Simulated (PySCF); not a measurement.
## Electronic structure of C7H9O (SMILES C=C[C](C)/C=C\C=O) (doublet) in real space

Input

```
{"job": {"kind": "epr", "basis": "pcH-1"}, "charge": 0, "multiplicity": 2}
C     -1.743671     1.536051     0.396904
C     -0.714985     0.880735    -0.167289
C     -0.392332    -0.492838     0.049637
C     -1.397469    -1.373734     0.719145
C      0.792396    -1.060713    -0.419913
C      1.955402    -0.425449    -0.797380
C      2.346076     0.917908    -0.465648
O      3.301879     1.498570    -0.944424
H     -1.943590     2.565467     0.157828
H     -2.392336     1.079806     1.124165
H     -0.091346     1.410036    -0.875135
H     -1.518664    -1.074670     1.761044
H     -1.084284    -2.414165     0.699432
H     -2.371119    -1.287591     0.237882
H      0.798356    -2.143523    -0.496280
H      2.708740    -1.003281    -1.316612
H      1.739949     1.399420     0.326732
```

Command:

```sh
OMP_NUM_THREADS=1 python probes_run.py task.json out
```

Geometry: GFN2-xTB.

Theory: PySCF 2.14.0, density-fitted response routines, UKS B3LYP, pcH-1 on C H O, non-relativistic, mean-field spin-orbit, GIAO.

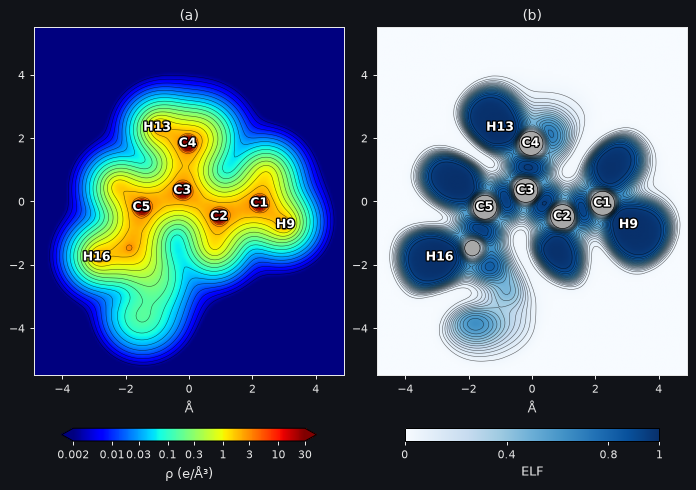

Figure 1. (a) total electron density; (b) electron localisation function on the plane of atoms C4, C3 and C5. Grey discs cover the atomic cores in the ELF map.

Question: What does the map show?

Answer: Atoms in the plane: C and H.
C–C (1.34 Å): ρ is about 2.3 e/Å³ halfway; the ELF peaks at about 0.95 between the atoms; a multiple bond.
C–H (1.08 Å): ρ at the midpoint is about 2.1 e/Å³; the ELF climbs to about 1 towards the hydrogen, as it does in any bond to H (an ordinary covalent bond to hydrogen).
C–C (1.40 Å): ρ at the midpoint is about 2.1 e/Å³; the ELF peaks at about 0.95 between the atoms (a covalent bond).
C–C (1.43 Å): ρ at the midpoint is about 2 e/Å³; the ELF peaks at about 0.95 between the atoms (a covalent bond).
C–C (1.49 Å): the density is about 1.7 e/Å³ at the midpoint; the ELF peaks at about 0.95 between the atoms (localised, covalent bonding).

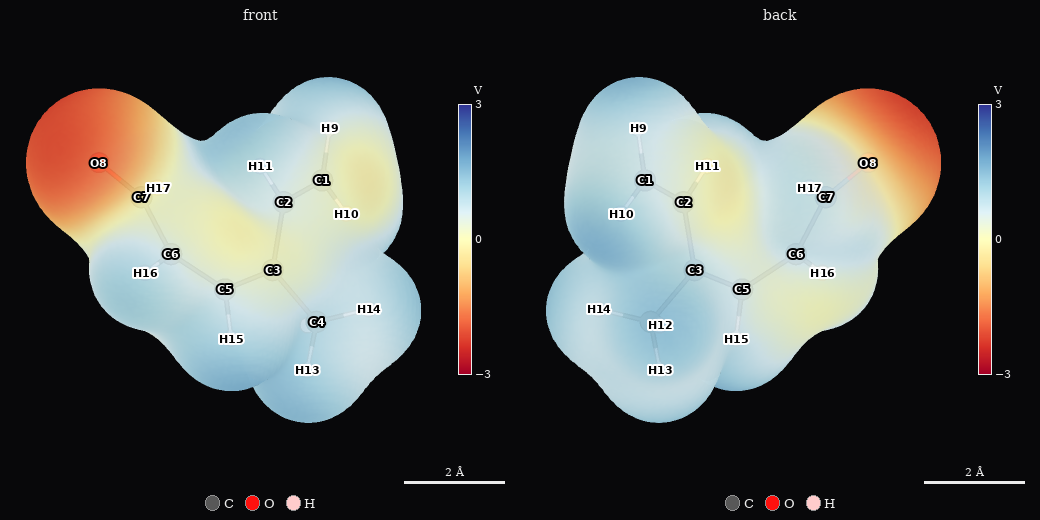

Figure 2. The molecular electrostatic potential painted on the density surface at 0.004 e/bohr³, seen from the front and from behind; red is negative and blue positive.

Question: Which sites attract a positive test charge, and which a negative one?

Answer: A positive charge is drawn to the negative regions and a negative charge to the positive ones. The most negative region (about −2.1 V) lies over O8, the most positive (about +1.6 V) over H10 and H15. O8 is the likeliest acceptor of a hydrogen bond.

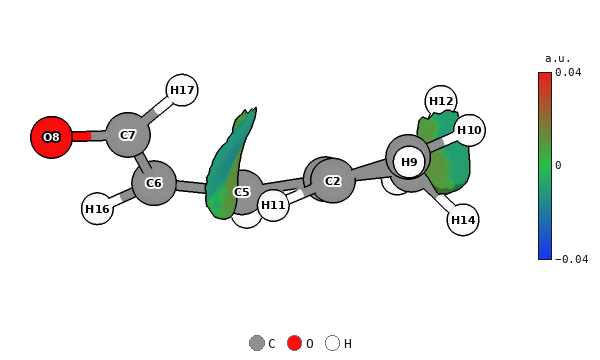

Figure 3. Non-covalent interaction (NCI) plot: the surface where the reduced density gradient is 0.5, for densities under 0.05 a.u., coloured by sign(λ₂)ρ; seen from one side.

Question: What holds or crowds the atoms apart from the covalent bonds?

Answer: Between C4 and C3 on one side and C1 and H10 on the other: a weak contact, attractive (blue-green) on one side and crowded (olive to red) on the other; between H17 and C7 on one side and H11 and C2 on the other: a weak contact, attractive (blue-green) on one side and crowded (olive to red) on the other.
